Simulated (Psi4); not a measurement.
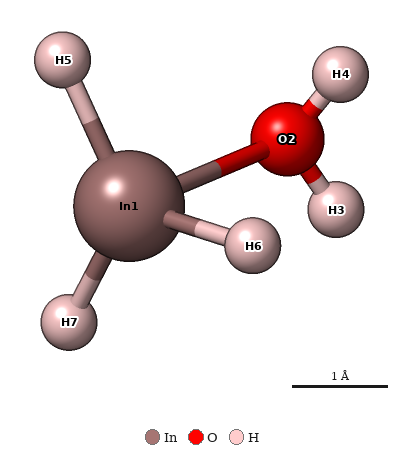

Figure 1. The input geometry (ball-and-stick view, seen at a tilt; atoms are numbered from 1 in the order of the input). Sticks mark near contacts. Bond lengths as drawn: H–In 1.66 to 1.77 Å, H–O 0.92 to 0.96 Å and In–O 2.44 Å.

# InH$_{5}$O: calculation of the molecule and its ions

InH$_{5}$O (In(H2O)H3), computed with EP2/def2-SVPD, RHF (Psi4 1.11).

The run did not end well. The atoms were displaced at random from an optimised geometry.

**Input file (calc.py)**
```python
import psi4

psi4.set_memory('1600 MB')
psi4.set_num_threads(1)
psi4.set_output_file('run.log', False)

m = psi4.geometry("""
0 1
In
O 1 2.438013
H 2 0.964143 1 112.63131
H 2 0.918686 3 110.55532 1 131.68061
H 1 1.701698 2 95.50728 4 56.37545
H 1 1.771508 5 116.384 2 92.30863
H 1 1.664711 5 124.78123 6 167.06657
units angstrom
symmetry c1
""")

psi4.set_options({
    'basis': 'def2-SVPD',
    'scf_type': 'pk',
    'num_frozen_docc': 5,
    'ep2_num_ip': 3,
    'ep2_num_ea': 1,
})

e = psi4.energy("ep2")
print(f'ep2 energy: {e:.10f} Eh')
```

Command:
```bash
python calc.py
```

**The program's output**
```
:17:42:11,1 INFO     [psi4.driver.task_planner:259] PLANNING Atomic:  keywords={'EP2_NUM_EA': 1, 'EP2_NUM_IP': 3, 'NUM_FROZEN_DOCC': 5, 'SCF_TYPE': 'PK', 'function_kwargs': {}}
:17:42:11,4 INFO     [psi4.driver.driver:531] Compute energy(): method=ep2, basis=def2-svpd, molecule=default, nre=163.04230666866735

    h
    h
    h

    -----------------------------------------------------------------------

    Memory:     1.5 GiB
    Threads:    1
                ecpint, einsums, f̶o̶r̶t̶e̶, gauxc, gcp, g̶d̶m̶a̶, geometric, g̶p̶u̶_̶d̶f̶c̶c̶,
                i̶n̶t̶e̶g̶r̶a̶t̶o̶r̶x̶x̶, i̶p̶i̶, libefp, m̶d̶i̶, m̶p̶2̶d̶, m̶r̶c̶c̶, ooo,
                o̶p̶e̶n̶f̶e̶r̶m̶i̶o̶n̶p̶s̶i̶4̶, pcmsolver, p̶s̶i̶4̶f̶o̶c̶k̶c̶i̶, p̶s̶i̶x̶a̶s̶,
                p̶y̶e̶i̶n̶s̶u̶m̶s̶, r̶e̶s̶p̶, s̶i̶m̶i̶n̶t̶, s̶n̶s̶m̶p̶2̶,
                v̶2̶r̶d̶m̶_̶c̶a̶s̶s̶c̶f̶

   => Loading Basis Set <=

    Name: DEF2-SVPD
    Role: ORBITAL
    Keyword: BASIS

    !!!  WARNING: ECP capability is in beta. Please check occupations closely.  !!!

         ---------------------------------------------------------
                                   SCF
                              RHF Reference
                        1 Threads,   1525 MiB Core
         ---------------------------------------------------------

  ==> Geometry <==

    Molecular point group: c1
    Full point group: C1

    Geometry (in Angstrom), charge = 0, multiplicity = 1:

       Center              X                  Y                   Z               Mass
    ------------   -----------------  -----------------  -----------------  -----------------
         IN           0.006592813989     0.003076848129    -0.326452518697   114.903878776000
         O            0.006592813989     0.003076848129     2.111560481303    15.994914619570
         H            0.006592813989    -0.886827214397     2.482562481226     1.007825032230
         H           -0.635856420695     0.520910844681     2.515405624229     1.007825032230
         H            0.161445027055     1.689826634646    -0.489768265025     1.007825032230
         H           -1.644657142605    -0.638384049009    -0.314532268896     1.007825032230
         H            1.256184829844    -1.085154816847    -0.486247233178     1.007825032230

  Running in c1 symmetry.

  Rotational constants: A =      1.64423  B =      0.16636  C =      0.16451 [cm^-1]
  Rotational constants: A =  49292.83810  B =   4987.24744  C =   4931.99034 [MHz]
  Nuclear repulsion =   78.415174890082497

  Charge       = 0
  Multiplicity = 1
  Electrons    = 34
  Nalpha       = 17
  Nbeta        = 17

  ==> Algorithm <==

  SCF Algorithm Type is PK.
  DIIS enabled.
  MOM disabled.
  Fractional occupation disabled.
  Guess Type is SAD.
  Energy threshold   = 1.00e-08
  Density threshold  = 1.00e-08
  Integral threshold = 1.00e-12

  ==> Primary Basis <==

  Basis Set: DEF2-SVPD
    Blend: DEF2-SVPD
    Number of shells: 41
    Number of basis functions: 95
    Number of Cartesian functions: 100
    Spherical Harmonics?: true
    Max angular momentum: 2

  Core potential: DEF2-SVPD
    Number of shells: 4
    Number of ECP primitives: 18
    Number of ECP core electrons: 28
    Max angular momentum: 3

  ==> Integral Setup <==

  Using in-core PK algorithm.
   Calculation information:
      Number of atoms:                   7
      Number of AO shells:              41
      Number of primitives:             70
      Number of atomic orbitals:       100
      Number of basis functions:        95

      Integral cutoff                 1.00e-12
      Number of threads:                 1

  Performing in-core PK
  Using 20798160 doubles for integral storage.
  We computed 369127 shell quartets total.
  Whereas there are 371091 unique shell quartets.

  ==> DiskJK: Disk-Based J/K Matrices <==

    J tasked:                  Yes
    K tasked:                  Yes
    wK tasked:                  No
    Memory [MiB]:             1144
    Schwarz Cutoff:          1E-12

  Minimum eigenvalue in the overlap matrix is 7.8996907415E-04.
  Reciprocal condition number of the overlap matrix is 1.1551743177E-04.
    Using symmetric orthogonalization.

  ==> Pre-Iterations <==

  SCF Guess: Superposition of Atomic Densities via on-the-fly atomic UHF (no occupation information).

   -------------------------
    Irrep   Nso     Nmo
   -------------------------
     A         95      95
   -------------------------
    Total      95      95
   -------------------------

  ==> Iterations <==

                        Total Energy        Delta E     RMS |[F,P]|

   @RHF iter SAD:  -265.46690998220089   -2.65467e+02   0.00000e+00
   @RHF iter   1:  -266.78974165292288   -1.32283e+00   4.98674e-03 DIIS/ADIIS
   @RHF iter   2:  -266.87063766553501   -8.08960e-02   2.57321e-03 DIIS/ADIIS
   @RHF iter   3:  -266.89110850289887   -2.04708e-02   3.75496e-04 DIIS/ADIIS
   @RHF iter   4:  -266.89175171476199   -6.43212e-04   1.08933e-04 DIIS/ADIIS
   @RHF iter   5:  -266.89181235930363   -6.06445e-05   2.14710e-05 DIIS
   @RHF iter   6:  -266.89181712751281   -4.76821e-06   4.69425e-06 DIIS
   @RHF iter   7:  -266.89181741035839   -2.82846e-07   1.07804e-06 DIIS
   @RHF iter   8:  -266.89181742460158   -1.42432e-08   1.91912e-07 DIIS
   @RHF iter   9:  -266.89181742500512   -4.03531e-10   2.82159e-08 DIIS
   @RHF iter  10:  -266.89181742501455   -9.43601e-12   6.25549e-09 DIIS
  Energy and wave function converged.

  ==> Post-Iterations <==

    Orbital Energies [Eh]
    ---------------------

    Doubly Occupied:

       1A    -20.630452     2A     -5.355606     3A     -3.615762
       4A     -3.608554     5A     -3.608090     6A     -1.410308
       7A     -1.006583     8A     -0.997309     9A     -0.996886
      10A     -0.994691    11A     -0.994180    12A     -0.807242
      13A     -0.669106    14A     -0.593743    15A     -0.514583
      16A     -0.393090    17A     -0.373937

    Virtual:

      18A      0.047090    19A      0.064754    20A      0.102688
      21A      0.107497    22A      0.113802    23A      0.124067
      24A      0.131033    25A      0.156534    26A      0.164867
      27A      0.179870    28A      0.194378    29A      0.213322
      30A      0.226298    31A      0.251319    32A      0.269378
      33A      0.291521    34A      0.294854    35A      0.299901
      36A      0.311284    37A      0.345089    38A      0.349936
      39A      0.362501    40A      0.363793    41A      0.400537
      42A      0.430768    43A      0.444010    44A      0.466177
      45A      0.469923    46A      0.491334    47A      0.497610
      48A      0.525123    49A      0.540905    50A      0.565856
      51A      0.619767    52A      0.624407    53A      0.661846
      54A      0.669641    55A      0.721785    56A      0.725155
      57A      0.750221    58A      0.764954    59A      0.787172
      60A      0.816833    61A      0.828359    62A      0.871112
      63A      1.135592    64A      1.146236    65A      1.177727
      66A      1.234760    67A      1.303412    68A      1.517857
      69A      1.662390    70A      1.808640    71A      1.908717
      72A      1.920741    73A      1.938867    74A      1.995332
      75A      2.003051    76A      2.020501    77A      2.039463
      78A      2.087569    79A      2.102915    80A      2.127254
      81A      2.163121    82A      2.240724    83A      2.352682
      84A      2.373454    85A      2.596706    86A      2.726641
      87A      3.330482    88A      3.408277    89A      3.524392
      90A      4.069883    91A      4.403878    92A     17.487099
      93A     18.053648    94A     18.182878    95A     61.728289

    Final Occupation by Irrep:
              A
    DOCC [    17 ]
    NA   [    17 ]
    NB   [    17 ]

  @RHF Final Energy:  -266.89181742501455

   => Energetics <=

    Nuclear Repulsion Energy =             78.4151748900824970
    One-Electron Energy =                -597.4737390534776296
    Two-Electron Energy =                 252.1667467383805672
    Total Energy =                       -266.8918174250145512

Computation Completed

Properties will be evaluated at   0.000000,   0.000000,   0.000000 [a0]

Properties computed using the SCF density matrix

 Multipole Moments:

 ------------------------------------------------------------------------------------
     Multipole            Electronic (a.u.)      Nuclear  (a.u.)        Total (a.u.)
 ------------------------------------------------------------------------------------

 L = 1.  Multiply by 2.5417464519 to convert [e a0] to [Debye]
 Dipole X            :          1.0540303           -1.2568555           -0.2028252
 Dipole Y            :          0.3814924           -0.5865710           -0.2050786
 Dipole Z            :        -24.6459102           25.9731542            1.3272440
 Magnitude           :                                                    1.3582238

 ------------------------------------------------------------------------------------

	total time  =          2 seconds =       0.03 minutes
   => Loading Basis Set <=

    Name: (DEF2-SVPD AUX)
    Role: RIFIT
    Keyword: DF_BASIS_EP2

         ---------------------------------------------------------
                  Second-Order Electron Propagator Theory

         ---------------------------------------------------------
```

**Standard output**
```
Traceback (most recent call last):
  [frames left out]
RuntimeError:
Fatal Error: Molecule::point_group: Molecular point group has not been set.
```

**Outcome**

```csv
quantity,value
outcome,ended with an error
hardware,"1 thread of Intel Xeon (Sapphire Rapids), 64 GiB of memory available, shared host"
wall time,3.6 s
peak memory,0.34 GiB
```

The run ended with an error: “Fatal Error: Molecule::point_group: Molecular point group has not been set.”
